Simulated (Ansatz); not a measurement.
**BFGaH₂P: density, localisation and related maps**

```xyz
6

B    -1.2359    0.4209   -1.3713
F    -2.1524   -0.5462   -1.4312
Ga    2.0578    0.1163   -1.8742
P     0.2477    0.3500   -0.2110
H    -1.4092    1.3906   -2.0777
H     0.1992   -1.0194    0.2026
```

Geometry: B3LYP-D3(BJ)/def2-SVP.

Method: Ansatz 0.2.0, isolated molecule in a Gaussian basis; Kohn-Sham density functional theory, functional PBE0.

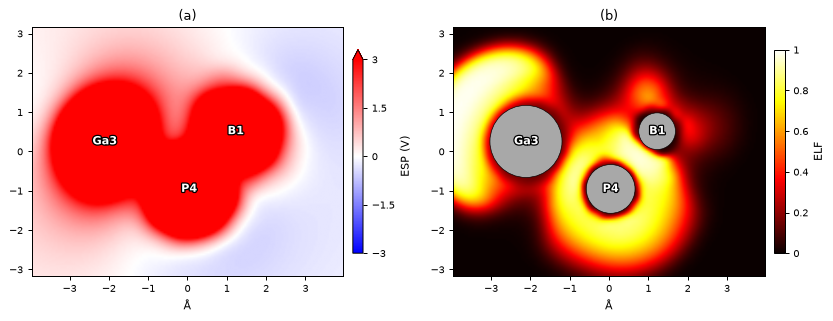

Figure 1. (a) electrostatic potential; (b) electron localisation function on the plane of atoms B1, P4 and Ga3. Grey discs cover the atomic cores in the ELF map.

Interpret the plot.

- Atoms in the plane: B, Ga and P.
- B–P (1.88 Å): the ELF peaks at about 0.95 between the atoms, as expected for a covalent bond.
- Ga–P (2.47 Å): the ELF peaks at about 0.90 in the valence shell of P, 1.0 Å from its nucleus, and is about 0.75 at the midpoint.
- The ELF also peaks beside P4, away from the bonds: lone-pair regions.
- Outside the dense part of the molecule the potential is most negative (−0.6 V) near F2, which lies off the plane.

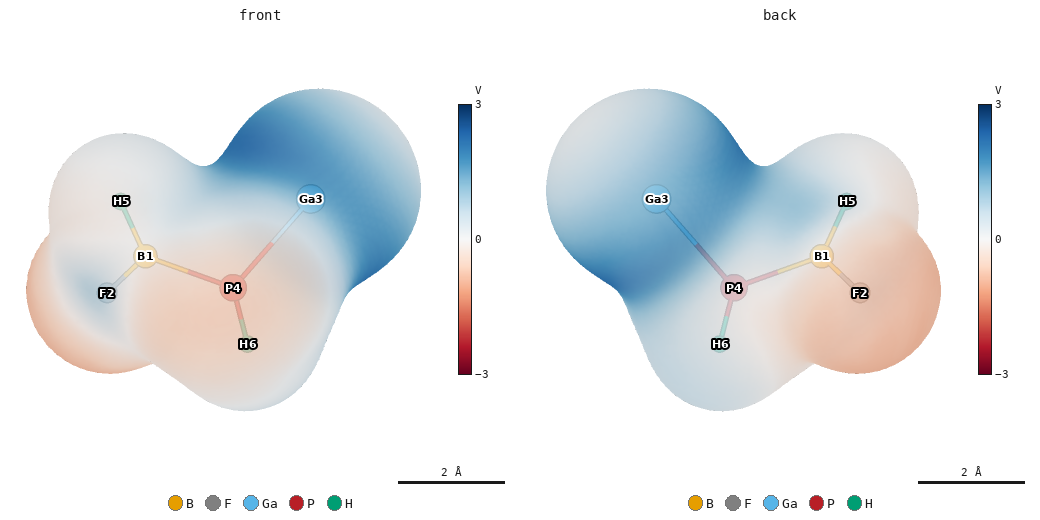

Figure 2. The molecular electrostatic potential painted on the density surface at 0.002 e/bohr³, seen from the front and from behind; the colour scale runs from red (negative) to blue (positive).

Describe the electrostatic potential map.

The most negative region (about −1.0 V, or −23 kcal/mol for a unit charge) lies over F2, the most positive (about +2.3 V, or +53 kcal/mol for a unit charge) over Ga3.

What dipole moment does the calculation give?

Its dipole moment is 2.71 D.

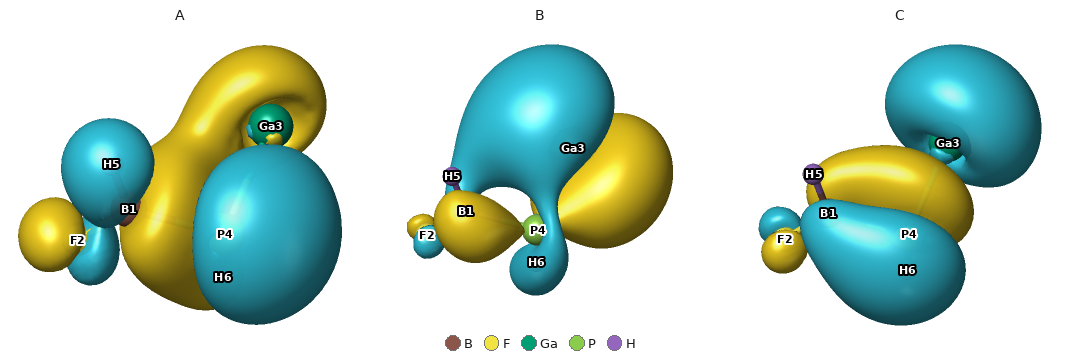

Figure 3. Three frontier orbitals at ±0.06 Å⁻³ᐟ² (yellow and cyan are the two phases), in no order.

Which picture is the HOMO−1, the HOMO and the LUMO?

A is the HOMO−1 (−7.56 eV). By Hirshfeld shares it lies mainly on P4 (about 60 %), B1 (about 15 %), Ga3 (about 15 %) and F2 (about 10 %). C is the HOMO (−6.31 eV). It lies mainly on Ga3 (about 45 %), P4 (about 40 %) and B1 (about 10 %). B is the LUMO (−2.32 eV). Its weight (Hirshfeld) is mainly on Ga3 (about 80 %), P4 (about 10 %) and B1 (about 5 %).

What is the HOMO–LUMO gap?

3.99 eV between the orbital energies.

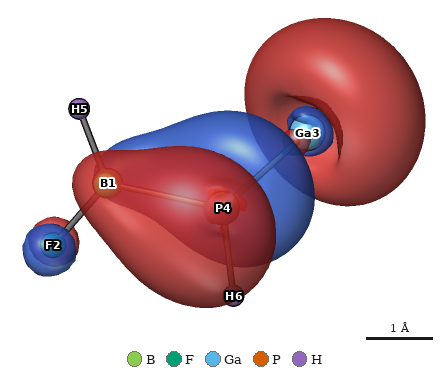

Figure 4. The HOMO at ±0.1 Å⁻³ᐟ² (blue and red are the two phases), seen at a tilt.

What is the character of this orbital?

Its weight (Hirshfeld) is mainly on Ga3 (about 45 %), P4 (about 40 %) and B1 (about 10 %). Its energy is −6.31 eV.
